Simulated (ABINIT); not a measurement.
# Quasiparticle gap of BP (F-43m) in ABINIT, part 3 of 3

Wanted: ground state, empty states, screening and self-energy for BP (F-43m).

ABINIT 10.8.3; LDA and many-body steps on it, plane waves. Known limits of the many-body steps: not at the basis limit.

So far. Step 4 (Empty states on the mesh, 6×6×6 mesh, 124 bands): On this mesh the gap is 1.318 eV. The earlier step found 1.229 eV, so this mesh misses an edge. Step 5 (Screening, 6×6×6 mesh, 116 bands, screening to 244.9 eV): Local fields lower ε∞ by 9 %.

## 6. Self-energy, 6×6×6 mesh, 116 bands, screening to 244.9 eV

The self-energy is evaluated for the states that the input lists, and the levels follow from it, in one-shot runs by the linearised quasiparticle equation.

This step: G0W0 on LDA, plane waves, norm-conserving pseudopotentials.

run.abi reads:

```
acell 3*1.0 Angstrom
rprim 
  0.000000000000 2.269000000000 2.269000000000
  2.269000000000 0.000000000000 2.269000000000
  2.269000000000 2.269000000000 0.000000000000
ntypat 2
znucl 5 15
natom 2
typat 1 2
xred 
  0.000000000000 0.000000000000 0.000000000000
  0.250000000000 0.250000000000 0.250000000000
pp_dirpath "pseudos"
pseudos "B.upf, P.upf"
ecut 34
ngkpt 6 6 6
nshiftk 1
shiftk 0 0 0
kptopt 1
chksymbreak 0
istwfk *1
occopt 1
irdwfk 1
optdriver 4
nband 116
gwcalctyp 0
ecutsigx 34
symsigma 1
nkptgw 3
kptgw 
  0.0000000000 0.0000000000 0.0000000000
  0.5000000000 0.5000000000 0.0000000000
  0.5000000000 0.0000000000 0.0000000000
bdgw 
  2 7
  3 6
  3 7
ecuteps 9
irdscr 1
ppmodel 1
indata_prefix "in"
outdata_prefix "out"
tmpdata_prefix "tmp"
```

Started as:

```sh
$ OMP_NUM_THREADS=1 mpirun -n 4 abinit run.abi > log
```

Numbers of over 12 decimals in the logs are rounded to 6 here.

Log:

```text
.Version 10.8.3 of ABINIT. v10.8.2 released Aug 2026.

 Symmetries : space group F-4 3 m (#216); Bravais cF (face-center cubic)
[... echo of the input left out ...]
== DATASET  1 ==================================================================
-   mpi_nproc: 4, omp_nthreads: 1 (-1 if OMP is not activated)

--- !DatasetInfo
iteration_state: {dtset: 1, }
dimensions: {natom: 2, nkpt: 16, mband: 116, nsppol: 1, nspinor: 1, nspden: 1, mpw: 1524, }
cutoff_energies: {ecut:  34.0, pawecutdg:  -1.0, }
electrons: {nelect:   8.00000000E+00, charge:   0.00000000E+00, occopt:   1.00000000E+00, tsmear:   1.00000000E-02, }

 SIGMA: Calculation of the GW corrections

 Based on a program developped by R.W. Godby, V. Olevano, G. Onida, and L. Reining.
 Incorporated in ABINIT by V. Olevano, G.-M. Rignanese, and M. Torrent.
.Using double precision arithmetic ; gwpc =  8

[... cell and pseudopotentials left out ...]
--------------------------------------------------------------------------------

 ==== K-mesh for the wavefunctions ====
 Number of points in the irreducible wedge :    16
[... list of points left out ...]
 Together with 24 symmetry operations and time-reversal symmetry
 yields   216 points in the full Brillouin Zone.

 ==== Q-mesh for screening function ====
 Number of points in the irreducible wedge :    16
[... list of points left out ...]
 Together with 24 symmetry operations and time-reversal symmetry
 yields   216 points in the full Brillouin Zone.

 vcoul_init : cutoff-mode = AUXILIARY_FUNCTION
 q-points for optical limit:   1
     1)      0.000010    0.000020    0.000030
 setmesh: FFT mesh size selected  =    32x   32x   32
          total number of points  =        32768

 Number of electrons calculated from density =    8.0000; Expected =    8.0000
 average of density, n =  0.050741
 r_s =    1.6757
 omega_plasma =   21.7288 [eV]

 === KS Band Gaps ===
  >>>> For spin  1
   Minimum direct gap =   3.3863 [eV], located at k-point      :   0.0000  0.0000  0.0000
   Fundamental gap    =   1.3176 [eV], Top of valence bands at :   0.0000  0.0000  0.0000
                                       Bottom of conduction at :   0.5000  0.5000  0.0000
 SIGMA fundamental parameters:
 PLASMON POLE MODEL  1
 number of plane-waves for SigmaX                 1459
 number of plane-waves for SigmaC and W            181
 number of plane-waves for wavefunctions          1459
 number of bands                                   116
 number of independent spin polarizations            1
 number of spinorial components                      1
 number of k-points in IBZ                          16
 number of q-points in IBZ                          16
 number of symmetry operations                      24
 number of k-points in BZ                          216
 number of q-points in BZ                          216
 number of frequencies for dSigma/dE                 9
 frequency step for dSigma/dE [eV]                0.25
 number of omega for Sigma on real axis              0
 max omega for Sigma on real axis  [eV]           0.00
 zcut for avoiding poles [eV]                     0.10

 EPSILON^-1 parameters (SCR file):
 dimension of the eps^-1 matrix on file            181
 dimension of the eps^-1 matrix used               181
 number of plane-waves for wavefunctions          1459
 number of bands                                   116
 number of q-points in IBZ                          16
 number of frequencies                               2
 number of real frequencies                          1
 number of imag frequencies                          1

 matrix elements of self-energy operator (all in [eV])

 Perturbative Calculation

--- !SelfEnergy_ee
iteration_state: {dtset: 1, }
kpoint     : [   0.000,    0.000,    0.000, ]
spin       : 1
KS_gap     :    3.386
QP_gap     :    4.291
Delta_QP_KS:    0.905
data: !SigmaeeData |
     Band     E0 <VxcDFT>   SigX SigC(E0)      Z dSigC/dE  Sig(E)    E-E0       E
        2   7.259 -13.209 -15.016   0.939   0.790  -0.265 -13.894  -0.685   6.574
        3   7.259 -13.209 -15.016   0.939   0.790  -0.265 -13.894  -0.685   6.574
        4   7.259 -13.209 -15.016   0.939   0.790  -0.265 -13.894  -0.685   6.574
        5  10.645 -12.021  -7.247  -4.496   0.792  -0.262 -11.801   0.220  10.865
        6  10.645 -12.021  -7.247  -4.496   0.792  -0.262 -11.801   0.220  10.865
        7  10.645 -12.021  -7.247  -4.496   0.792  -0.262 -11.801   0.220  10.865

--- !SelfEnergy_ee
iteration_state: {dtset: 1, }
kpoint     : [   0.500,    0.500,    0.000, ]
spin       : 1
KS_gap     :    5.422
QP_gap     :    6.417
Delta_QP_KS:    0.995
data: !SigmaeeData |
     Band     E0 <VxcDFT>   SigX SigC(E0)      Z dSigC/dE  Sig(E)    E-E0       E
        3   3.155 -12.459 -15.968   2.447   0.771  -0.298 -13.278  -0.819   2.336
        4   3.155 -12.459 -15.968   2.447   0.771  -0.298 -13.278  -0.819   2.336
        5   8.577 -10.959  -6.534  -4.205   0.804  -0.244 -10.782   0.177   8.753
        6   8.819 -10.826  -6.288  -4.230   0.809  -0.236 -10.577   0.249   9.068

--- !SelfEnergy_ee
iteration_state: {dtset: 1, }
kpoint     : [   0.500,    0.000,    0.000, ]
spin       : 1
KS_gap     :    5.515
QP_gap     :    6.440
Delta_QP_KS:    0.925
data: !SigmaeeData |
     Band     E0 <VxcDFT>   SigX SigC(E0)      Z dSigC/dE  Sig(E)    E-E0       E
        3   5.511 -12.944 -15.550   1.624   0.783  -0.277 -13.713  -0.769   4.742
        4   5.511 -12.944 -15.550   1.624   0.783  -0.277 -13.713  -0.769   4.742
        5  11.026 -12.128  -7.051  -4.880   0.791  -0.265 -11.972   0.156  11.182
        6  11.943 -11.618  -6.254  -4.951   0.793  -0.261 -11.291   0.327  12.271
        7  11.943 -11.618  -6.254  -4.951   0.793  -0.261 -11.291   0.327  12.271

== END DATASET(S) ==============================================================
================================================================================

 -outvars: echo values of variables after computation  --------
           etotal      0.0000000000E+00
            nband         116
             nkpt          16
          spgroup         216
 [... the other variables as echoed above ...]

 Calculation completed.
```

The job ended after 21 s (4 MPI ranks of Arm Neoverse V1, shared host; peak memory 0.89 GiB).

This step gave:

* G0W0 gap on the points computed: 2.179 eV
* starting gap on the mesh: 1.318 eV
* k of the valence top: 0, 0, 0
* k of the conduction bottom: 0.5, 0.5, 0
* Z at the valence top: 0.79
* Z at the conduction bottom: 0.804
* least direct G0W0 gap on the computed points: 4.291 eV

The gap on the mesh goes from 1.32 eV to 2.18 eV, a correction of +0.86 eV. The start differs from the 1.23 eV found before because the two sample other k points.

Limits: finite bands, cutoff and mesh. v1 is the top filled band, c1 the lowest empty one. The levels before and after the correction (eV, zero at the valence-band top of each column):

```csv
,conduction bottom,valence top
Kohn-Sham,1.32,0.00
G0W0,2.18,0.00
```

```csv
,level,energy (eV)
Kohn-Sham,Γ v3-v1,0.000
Kohn-Sham,Γ c1-c3,3.386
Kohn-Sham,(0.5 0.5 0) v2-v1,-4.104
Kohn-Sham,(0.5 0.5 0) c1,1.318
Kohn-Sham,(0.5 0.5 0) c2,1.560
G0W0,Γ v3-v1,0.000
G0W0,Γ c1-c3,4.291
G0W0,(0.5 0.5 0) v2-v1,-4.238
G0W0,(0.5 0.5 0) c1,2.179
G0W0,(0.5 0.5 0) c2,2.494
```

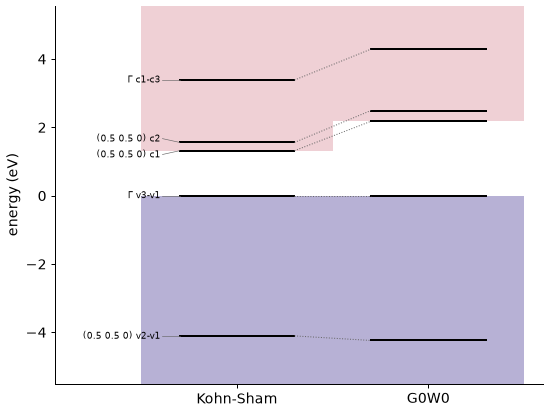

Levels before and after the correction. Shaded: valence and conduction bands.

## 7. Where the time went

Times are wall times on 4 MPI ranks of Arm Neoverse V1, shared host, good to a factor of about two.

```csv
step,time,share,memory (GiB)
ground state,3.9 s,4 %,0.25
bands along the symmetry lines,4 s,4 %,0.24
empty states on the mesh,14 s,15 %,0.73
screening,52 s,55 %,0.82
self-energy,21 s,22 %,0.89
```

## 8. Outcome

```yaml
lda_gap: 1.21 eV, indirect
g0w0_gap_on_the_mesh: 2.18 eV
g0w0_gap_over_the_zone_rigid_shift: 2.07 eV
gw_settings: 6×6×6 mesh, 116 bands, screening to 244.9 eV, Godby-Needs plasmon pole
known_limits: not at the basis limit
```

**Reading.** G0W0 moves the gap on the mesh from 1.32 eV to 2.18 eV (+0.86 eV), with Z of 0.79 and 0.80 at the edges. The mesh misses the band edges by 0.11 eV in all; a rigid shift gives 2.07 eV for the zone. Local fields lower the RPA ε∞ on this mesh from 10.81 to 9.89. Only 3 of the mesh's irreducible points were corrected, so a valley elsewhere could overtake. The dearest step here is «screening». Bands and cutoff are finite, so the gap is not at the basis limit. The miss can reach some tenths of an eV and take either sign; the mesh is an error of its own. In the G0W0 run levels were corrected at 3 k points alone, so a gap called «on the mesh» is the least over those, and an edge elsewhere would be missed. A denser mesh or path gives a starting gap of 1.21 eV: the GW mesh misses a band edge, so its gaps are not the fundamental one.

[Paths, hosts, dates, memory and timing lines, banners, echoed tables and standing remarks are left out of the program output.]

[Logs are printed without paths, hosts, clocks, repeated set-up lines and the standing remarks that a program may print on its own settings, such as how far it seeks lower states.]

[Runs of the session that timed out or met a known fault of the program may be left out.]

[Hosts, paths, dates, database ids (printed as entryN), source tags and the programs' standing remarks are cut or masked in the printed files.]

[G0W0 gaps are taken among the corrected bands and points alone; a level outside them can change the order at an edge.]

[Where Ansatz stands beside ABINIT at settings called matched, ABINIT's density can come from a denser mesh and the files from another edition; pairs whose starting gaps differed by over 0.03 eV were left out, so agreement reads better than it is.]
